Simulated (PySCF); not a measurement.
**C2H4Ge: geometry relaxation**

C2H4Ge, computed with MP2/6-31G*, RHF (PySCF 2.14.0).

The geometry comes from this level: PBE0-D4/def2-TZVP. Figures and captions count atoms from 1; the log counts them from 0 in places.

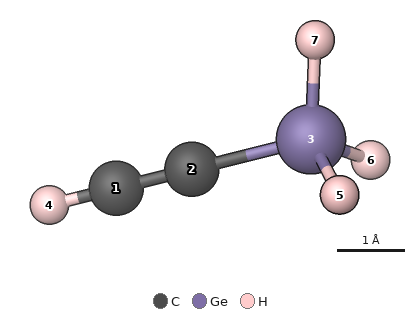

**Figure 1.** The starting structure (ball-and-stick view, seen at a tilt; atoms are numbered from 1 in the order of the input). Sticks mark near contacts. Bond lengths as drawn: C–C 1.20 Å, C–Ge 1.90 Å, C–H 1.07 Å and Ge–H 1.53 Å.

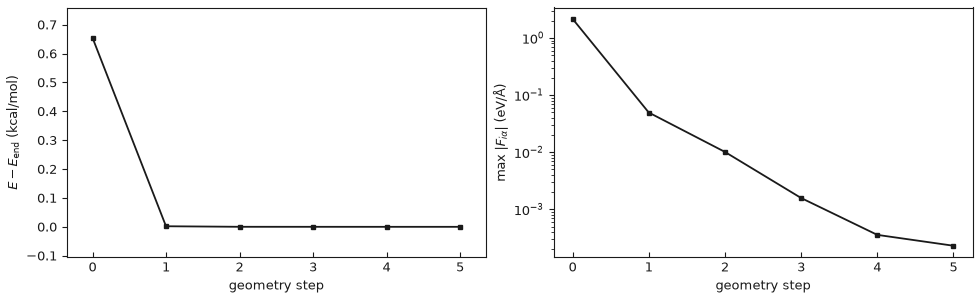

**Figure 2.** Progress of the relaxation, step by step (steps are counted from 0).

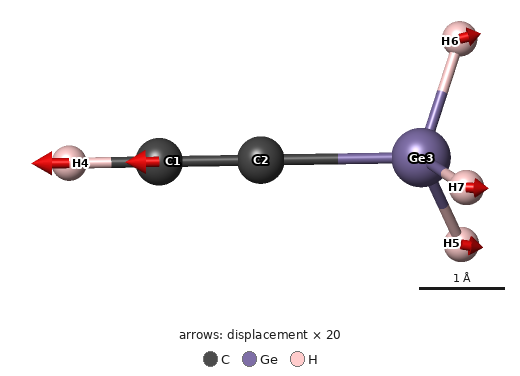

**Figure 3.** The starting structure with the displacements as red arrows, magnified 20 times (ball-and-stick view, seen at a tilt). The two geometries are laid on each other by the best rigid fit. The atom that moves furthest after the best rigid fit is H4 (0.022 Å). Largest moves by element: H 0.022 Å, C 0.020 Å, Ge 0.001 Å. Among the contacts that change: C1–C2 1.205 → 1.228 Å, Ge3–H5 1.533 → 1.540 Å. The energy falls by 0.65 kcal/mol in 5 geometry steps. The largest force component goes from 2.2 to 0.00023 eV/Å. (Atoms are counted from 1 in the order of the input.)

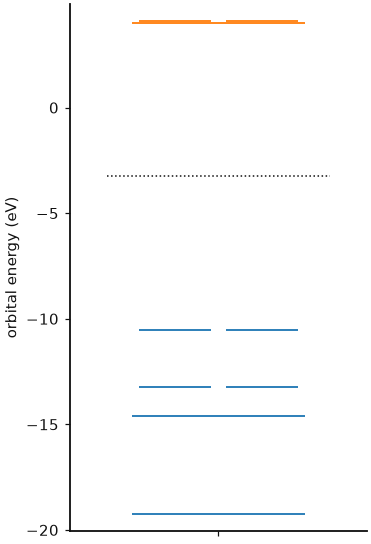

**Figure 4.** Orbital energies near the frontier (SCF reference); the dotted line parts filled from empty levels, and levels within 0.02 eV of each other stand side by side. Highest filled −10.53 eV, lowest empty 4.01 eV, 14.54 eV apart.

These pictures come from the run below.

**Input file (input.py)**
```python
from pyscf import gto, scf, mp
from pyscf.geomopt.geometric_solver import kernel as optimise

mol = gto.Mole()
mol.atom = '''
C       -0.810400      -1.833500       0.129100
C       -0.318200      -0.736700       0.047700
Ge       0.458400       0.991600      -0.081000
H       -1.245800      -2.803700       0.201200
H        0.128400       1.576300      -1.459100
H       -0.127400       1.876400       1.025300
H        1.976100       0.861500       0.091000
'''
mol.max_memory = 1860
mol.verbose = 3
mol.basis = '6-31g*'
mol.build()

mf = scf.RHF(mol)
mf.conv_tol = 1e-10
mf.kernel()
if not mf.converged:
    mf = mf.newton().run(mf.mo_coeff, mf.mo_occ)
pt = mp.MP2(mf, frozen=11).run()
converged, mol_eq = optimise(pt, maxsteps=60, convergence_set='GAU_TIGHT')
print('converged:', converged)
print(mol_eq.tostring())

mf.reset(mol_eq)
mol = mol_eq
mf.kernel()
if not mf.converged:
    mf = mf.newton().run(mf.mo_coeff, mf.mo_occ)
pt = mp.MP2(mf, frozen=11).run()
etot = pt.e_tot
print(f'total energy: {etot:.8f} hartree')
```

Launch command:
```bash
OMP_NUM_THREADS=1 python input.py
```

**The program's output**
```
converged SCF energy = -2153.06133762912
E(RMP2) = -2153.55232667836  E_corr = -0.490989049246276
E(SCS-RMP2) = -2153.53170763759  E_corr = -0.47037000847586

#|     Arguments passed to driver run_optimizer():      |#
convergence_set           GAU_TIGHT
customengine              <pyscf.geomopt.geometric_solver.PySCFEngine object>
maxiter                   60
----------------------------------------------------------
Custom engine selected.
Bonds will be generated from interatomic distances less than 1.20 times sum of covalent radii
21 internal coordinates being used (instead of 21 Cartesians)
Internal coordinate system (atoms numbered from 1):
Distance 1-2
Distance 1-4
Distance 2-3
Distance 3-5
Distance 3-6
Distance 3-7
Angle 2-3-5
Angle 2-3-6
Angle 2-3-7
Angle 5-3-6
Angle 5-3-7
Angle 6-3-7
LinearAngleX 2-1-4
LinearAngleY 2-1-4
LinearAngleX 1-2-3
LinearAngleY 1-2-3
Translation-X 1-7
Translation-Y 1-7
Translation-Z 1-7
Rotation-A 1-7
Rotation-B 1-7
Rotation-C 1-7
<class 'geometric.internal.Distance'> : 6
<class 'geometric.internal.Angle'> : 6
<class 'geometric.internal.LinearAngle'> : 4
<class 'geometric.internal.TranslationX'> : 1
<class 'geometric.internal.TranslationY'> : 1
<class 'geometric.internal.TranslationZ'> : 1
<class 'geometric.internal.RotationA'> : 1
<class 'geometric.internal.RotationB'> : 1
<class 'geometric.internal.RotationC'> : 1
> ===== Optimization Info: ====
> Job type: Energy minimization
> Maximum number of optimization cycles: 60
> Initial / maximum trust radius (Angstrom): 0.100 / 0.300
> Convergence Criteria:
> Will converge when all 5 criteria are reached:
>  |Delta-E| < 1.00e-06
>  RMS-Grad  < 1.00e-05
>  Max-Grad  < 1.50e-05
>  RMS-Disp  < 4.00e-05
>  Max-Disp  < 6.00e-05
> === End Optimization Info ===

Geometry optimization cycle 1
Cartesian coordinates (Angstrom)
 Atom        New coordinates             dX        dY        dZ
   C  -0.810400  -1.833500   0.129100    0.000000  0.000000  0.000000
   C  -0.318200  -0.736700   0.047700    0.000000  0.000000  0.000000
  Ge   0.458400   0.991600  -0.081000    0.000000  0.000000  0.000000
   H  -1.245800  -2.803700   0.201200    0.000000  0.000000  0.000000
   H   0.128400   1.576300  -1.459100    0.000000  0.000000  0.000000
   H  -0.127400   1.876400   1.025300    0.000000  0.000000  0.000000
   H   1.976100   0.861500   0.091000    0.000000  0.000000  0.000000

WARN: Mole.unit (angstrom) is changed to Bohr

converged SCF energy = -2153.06133762912
E(RMP2_Scanner) = -2153.55232668313  E_corr = -0.490989054013392
E(SCS-RMP2_Scanner) = -2153.53170764138  E_corr = -0.470370012260131
--------------- RMP2_Scanner gradients ---------------
         x                y                z
0 C     0.0181095249     0.0403484369    -0.0029990720
1 C    -0.0188692803    -0.0420127764     0.0031230339
2 Ge     0.0016620411     0.0036791947    -0.0002744014
3 H     0.0006098422     0.0013483124    -0.0000998434
4 H     0.0002195237    -0.0013112726     0.0019178968
5 H     0.0005700777    -0.0017183022    -0.0014711206
6 H    -0.0023017294    -0.0003335928    -0.0001964933
----------------------------------------------
cycle 1: E = -2153.55232668  dE = -2153.55  norm(grad) = 0.0642708
Step    0 : Gradient = 2.429e-02/4.616e-02 (rms/max) Energy = -2153.5523266831
Hessian Eigenvalues: 5.00000e-02 5.00000e-02 5.00000e-02 ... 2.50000e-01 3.77582e-01 1.02384e+00

Geometry optimization cycle 2
Cartesian coordinates (Angstrom)
 Atom        New coordinates             dX        dY        dZ
   C  -0.818649  -1.851932   0.130478   -0.008249 -0.018432  0.001378
   C  -0.316716  -0.733609   0.047443    0.001484  0.003091 -0.000257
  Ge   0.459425   0.993865  -0.081183    0.001025  0.002265 -0.000183
   H  -1.255004  -2.823974   0.202742   -0.009204 -0.020274  0.001542
   H   0.131605   1.587907  -1.464451    0.003205  0.011607 -0.005351
   H  -0.125098   1.888926   1.028310    0.002302  0.012526  0.003010
   H   1.985536   0.870716   0.090860    0.009436  0.009216 -0.000140
converged SCF energy = -2153.058944696
E(RMP2_Scanner) = -2153.55336687277  E_corr = -0.494422176769821
E(SCS-RMP2_Scanner) = -2153.53266221148  E_corr = -0.473717515481157
--------------- RMP2_Scanner gradients ---------------
         x                y                z
0 C    -0.0004291373    -0.0009638941     0.0000680596
1 C     0.0001883202     0.0004431769    -0.0000281877
2 Ge     0.0001864347     0.0004060762    -0.0000314493
3 H     0.0000733568     0.0001581063    -0.0000115172
4 H    -0.0001528853     0.0000233749    -0.0003697708
5 H    -0.0002224960     0.0001067207     0.0003149440
6 H     0.0003564070    -0.0001735609     0.0000579214
----------------------------------------------
cycle 2: E = -2153.55336687  dE = -0.00104019  norm(grad) = 0.00143629
Step    1 : Displace = 1.437e-02/2.232e-02 (rms/max) Trust = 1.000e-01 (=) Grad = 5.429e-04/1.057e-03 (rms/max) E (change) = -2153.5533668728 (-1.040e-03) Quality = 0.955
Hessian Eigenvalues: 5.00000e-02 5.00000e-02 5.00000e-02 ... 2.50000e-01 3.77322e-01 1.04008e+00

Geometry optimization cycle 3
Cartesian coordinates (Angstrom)
 Atom        New coordinates             dX        dY        dZ
   C  -0.818531  -1.851694   0.130463    0.000118  0.000237 -0.000015
   C  -0.316715  -0.733752   0.047432    0.000001 -0.000143 -0.000011
  Ge   0.458950   0.992780  -0.081109   -0.000475 -0.001085  0.000075
   H  -1.255052  -2.823928   0.202760   -0.000048  0.000046  0.000018
   H   0.132410   1.588052  -1.462779    0.000805  0.000144  0.001672
   H  -0.123995   1.888646   1.026857    0.001102 -0.000280 -0.001454
   H   1.984033   0.871797   0.090575   -0.001503  0.001081 -0.000285
converged SCF energy = -2153.05900079496
E(RMP2_Scanner) = -2153.55336985596  E_corr = -0.494369061005079
E(SCS-RMP2_Scanner) = -2153.53265491931  E_corr = -0.47365412435281
--------------- RMP2_Scanner gradients ---------------
         x                y                z
0 C    -0.0000553390    -0.0001332149     0.0000065269
1 C     0.0000492634     0.0001297174    -0.0000052779
2 Ge     0.0000917713     0.0001969680    -0.0000161794
3 H    -0.0000088912    -0.0000218752     0.0000020518
4 H    -0.0000061631    -0.0000623508     0.0000539689
5 H     0.0000037166    -0.0000730957    -0.0000379565
6 H    -0.0000743580    -0.0000361487    -0.0000031338
----------------------------------------------
cycle 3: E = -2153.55336986  dE = -2.98319e-06  norm(grad) = 0.00032963
Step    2 : Displace = 1.303e-03/1.873e-03 (rms/max) Trust = 1.414e-01 (+) Grad = 1.246e-04/2.179e-04 (rms/max) E (change) = -2153.5533698560 (-2.983e-06) Quality = 1.024
Hessian Eigenvalues: 5.00000e-02 5.00000e-02 5.00000e-02 ... 2.50007e-01 3.79394e-01 9.96833e-01

Geometry optimization cycle 4
Cartesian coordinates (Angstrom)
 Atom        New coordinates             dX        dY        dZ
   C  -0.818595  -1.851847   0.130477   -0.000064 -0.000153  0.000014
   C  -0.316782  -0.734022   0.047433   -0.000067 -0.000270  0.000001
  Ge   0.458793   0.992407  -0.081085   -0.000157 -0.000373  0.000024
   H  -1.255154  -2.824039   0.202784   -0.000102 -0.000110  0.000024
   H   0.132560   1.588349  -1.462753    0.000149  0.000297  0.000026
   H  -0.123854   1.888899   1.026799    0.000141  0.000252 -0.000058
   H   1.984133   0.872153   0.090543    0.000100  0.000356 -0.000032
converged SCF energy = -2153.05901297969
E(RMP2_Scanner) = -2153.55336997024  E_corr = -0.494356990546895
E(SCS-RMP2_Scanner) = -2153.53265609914  E_corr = -0.473643119442894
--------------- RMP2_Scanner gradients ---------------
         x                y                z
0 C     0.0000169960     0.0000272516    -0.0000050988
1 C    -0.0000185536    -0.0000247007     0.0000055947
2 Ge     0.0000165109     0.0000307738    -0.0000035981
3 H    -0.0000029807    -0.0000064776     0.0000010357
4 H    -0.0000014359    -0.0000096109     0.0000074172
5 H     0.0000000570    -0.0000109517    -0.0000051058
6 H    -0.0000105938    -0.0000062845    -0.0000002449
----------------------------------------------
cycle 4: E = -2153.55336997  dE = -1.14276e-07  norm(grad) = 6.14404e-05
Step    3 : Displace = 2.996e-04/4.052e-04 (rms/max) Trust = 2.000e-01 (+) Grad = 2.322e-05/3.511e-05 (rms/max) E (change) = -2153.5533699702 (-1.143e-07) Quality = 0.790
Hessian Eigenvalues: 5.00000e-02 5.00000e-02 5.00000e-02 ... 2.50001e-01 3.78290e-01 1.04580e+00

Geometry optimization cycle 5
Cartesian coordinates (Angstrom)
 Atom        New coordinates             dX        dY        dZ
   C  -0.818617  -1.851896   0.130484   -0.000022 -0.000049  0.000007
   C  -0.316766  -0.734077   0.047422    0.000016 -0.000055 -0.000012
  Ge   0.458769   0.992341  -0.081082   -0.000023 -0.000067  0.000002
   H  -1.255200  -2.824065   0.202797   -0.000047 -0.000026  0.000013
   H   0.132591   1.588413  -1.462742    0.000031  0.000064  0.000010
   H  -0.123833   1.888934   1.026786    0.000021  0.000036 -0.000013
   H   1.984156   0.872251   0.090535    0.000023  0.000098 -0.000008
converged SCF energy = -2153.05901095743
E(RMP2_Scanner) = -2153.55337003336  E_corr = -0.494359075936686
E(SCS-RMP2_Scanner) = -2153.53265613193  E_corr = -0.473645174498869
--------------- RMP2_Scanner gradients ---------------
         x                y                z
0 C     0.0000051634     0.0000013498    -0.0000027915
1 C    -0.0000069629    -0.0000018893     0.0000032496
2 Ge     0.0000020455    -0.0000001679    -0.0000010144
3 H    -0.0000001186     0.0000010590     0.0000005111
4 H    -0.0000000735    -0.0000000946     0.0000000989
5 H     0.0000000669    -0.0000000102    -0.0000001137
6 H    -0.0000001209    -0.0000002467     0.0000000599
----------------------------------------------
cycle 5: E = -2153.55337003  dE = -6.31244e-08  norm(grad) = 1.02784e-05
Step    4 : Displace = 6.710e-05/1.000e-04 (rms/max) Trust = 2.828e-01 (+) Grad = 3.885e-06/7.913e-06 (rms/max) E (change) = -2153.5533700334 (-6.312e-08) Quality = 14.506
Hessian Eigenvalues: 4.99955e-02 5.00000e-02 5.00000e-02 ... 2.50014e-01 3.81039e-01 1.02662e+00

Geometry optimization cycle 6
Cartesian coordinates (Angstrom)
 Atom        New coordinates             dX        dY        dZ
   C  -0.818620  -1.851898   0.130487   -0.000003 -0.000003  0.000003
   C  -0.316744  -0.734090   0.047411    0.000023 -0.000012 -0.000011
  Ge   0.458771   0.992336  -0.081083    0.000002 -0.000005 -0.000001
   H  -1.255219  -2.824062   0.202804   -0.000018  0.000003  0.000006
   H   0.132591   1.588418  -1.462741   -0.000000  0.000005  0.000002
   H  -0.123842   1.888921   1.026788   -0.000009 -0.000013  0.000002
   H   1.984162   0.872274   0.090534    0.000006  0.000024 -0.000001
converged SCF energy = -2153.05901052392
E(RMP2_Scanner) = -2153.55337005418  E_corr = -0.49435953026017
E(SCS-RMP2_Scanner) = -2153.53265613686  E_corr = -0.47364561293844
--------------- RMP2_Scanner gradients ---------------
         x                y                z
0 C     0.0000031462    -0.0000021423    -0.0000021493
1 C    -0.0000044940     0.0000012286     0.0000024784
2 Ge     0.0000010709    -0.0000013645    -0.0000007185
3 H    -0.0000002848     0.0000011061     0.0000004817
4 H    -0.0000000147     0.0000004548    -0.0000004235
5 H    -0.0000000024     0.0000006160     0.0000002610
6 H     0.0000005788     0.0000001012     0.0000000702
----------------------------------------------
cycle 6: E = -2153.55337005  dE = -2.08147e-08  norm(grad) = 7.29389e-06
Step    5 : Displace = 1.728e-05/2.732e-05 (rms/max) Trust = 3.000e-01 (+) Grad = 2.757e-06/5.277e-06 (rms/max) E (change) = -2153.5533700542 (-2.081e-08) Quality = 116.100
Hessian Eigenvalues: 4.99955e-02 5.00000e-02 5.00000e-02 ... 2.50014e-01 3.81039e-01 1.02662e+00
Converged! =D

converged: True
C          -0.81862007       -1.85189850        0.13048720
C          -0.31674355       -0.73408961        0.04741085
Ge          0.45877129        0.99233565       -0.08108349
H          -1.25521882       -2.82406182        0.20280387
H           0.13259074        1.58841834       -1.46274052
H          -0.12384190        1.88892149        1.02678818
H           1.98416232        0.87227444        0.09053391
converged SCF energy = -2153.05901052393
E(RMP2) = -2153.55337003465  E_corr = -0.494359510721115
E(SCS-RMP2) = -2153.53265611767  E_corr = -0.473645593737365
total energy: -2153.55337003 hartree
```

**Trajectory as extended XYZ (Å, eV, eV/Å), 6 frames, from step=0 to step=5**
```
7
Properties=species:S:1:pos:R:3:forces:R:3 step=0 energy=-58601.14416
C    -0.8104   -1.8335    0.1291   -0.9312  -2.0748   0.1542
C    -0.3182   -0.7367    0.0477    0.9703   2.1604  -0.1606
Ge    0.4584    0.9916   -0.0810   -0.0855  -0.1892   0.0141
H    -1.2458   -2.8037    0.2012   -0.0314  -0.0693   0.0051
H     0.1284    1.5763   -1.4591   -0.0113   0.0674  -0.0986
H    -0.1274    1.8764    1.0253   -0.0293   0.0884   0.0756
H     1.9761    0.8615    0.0910    0.1184   0.0172   0.0101
7
Properties=species:S:1:pos:R:3:forces:R:3 step=1 energy=-58601.17247
C    -0.8186   -1.8519    0.1305    0.0221   0.0496  -0.0035
C    -0.3167   -0.7336    0.0474   -0.0097  -0.0228   0.0014
Ge    0.4594    0.9939   -0.0812   -0.0096  -0.0209   0.0016
H    -1.2550   -2.8240    0.2027   -0.0038  -0.0081   0.0006
H     0.1316    1.5879   -1.4645    0.0079  -0.0012   0.0190
H    -0.1251    1.8889    1.0283    0.0114  -0.0055  -0.0162
H     1.9855    0.8707    0.0909   -0.0183   0.0089  -0.0030
7
Properties=species:S:1:pos:R:3:forces:R:3 step=2 energy=-58601.17255
C    -0.8185   -1.8517    0.1305    0.0028   0.0069  -0.0003
C    -0.3167   -0.7338    0.0474   -0.0025  -0.0067   0.0003
Ge    0.4590    0.9928   -0.0811   -0.0047  -0.0101   0.0008
H    -1.2551   -2.8239    0.2028    0.0005   0.0011  -0.0001
H     0.1324    1.5881   -1.4628    0.0003   0.0032  -0.0028
H    -0.1240    1.8886    1.0269   -0.0002   0.0038   0.0020
H     1.9840    0.8718    0.0906    0.0038   0.0019   0.0002
7
Properties=species:S:1:pos:R:3:forces:R:3 step=3 energy=-58601.17255
C    -0.8186   -1.8518    0.1305   -0.0009  -0.0014   0.0003
C    -0.3168   -0.7340    0.0474    0.0010   0.0013  -0.0003
Ge    0.4588    0.9924   -0.0811   -0.0008  -0.0016   0.0002
H    -1.2552   -2.8240    0.2028    0.0002   0.0003  -0.0001
H     0.1326    1.5883   -1.4628    0.0001   0.0005  -0.0004
H    -0.1239    1.8889    1.0268    0.0000   0.0006   0.0003
H     1.9841    0.8722    0.0905    0.0005   0.0003   0.0000
7
Properties=species:S:1:pos:R:3:forces:R:3 step=4 energy=-58601.17255
C    -0.8186   -1.8519    0.1305   -0.0003  -0.0001   0.0001
C    -0.3168   -0.7341    0.0474    0.0004   0.0001  -0.0002
Ge    0.4588    0.9923   -0.0811   -0.0001   0.0000   0.0001
H    -1.2552   -2.8241    0.2028    0.0000  -0.0001   0.0000
H     0.1326    1.5884   -1.4627    0.0000   0.0000   0.0000
H    -0.1238    1.8889    1.0268    0.0000   0.0000   0.0000
H     1.9842    0.8723    0.0905    0.0000   0.0000   0.0000
7
Properties=species:S:1:pos:R:3:forces:R:3 step=5 energy=-58601.17255
C    -0.8186   -1.8519    0.1305   -0.0002   0.0001   0.0001
C    -0.3167   -0.7341    0.0474    0.0002  -0.0001  -0.0001
Ge    0.4588    0.9923   -0.0811   -0.0001   0.0001   0.0000
H    -1.2552   -2.8241    0.2028    0.0000  -0.0001   0.0000
H     0.1326    1.5884   -1.4627    0.0000   0.0000   0.0000
H    -0.1238    1.8889    1.0268    0.0000   0.0000   0.0000
H     1.9842    0.8723    0.0905    0.0000   0.0000   0.0000
```

**Results in brief**

```tsv
quantity	value
outcome	converged
total energy	−2153.553370 hartree
SCF energy	−2153.059011 hartree
correlation energy	−0.494360 hartree
basis functions	68
HOMO of the SCF reference	−10.53 eV
LUMO of the SCF reference	4.01 eV
hardware	1 thread of Arm Neoverse V2, 24 GiB of memory available, shared host
wall time	43 s
peak memory	0.49 GiB
```
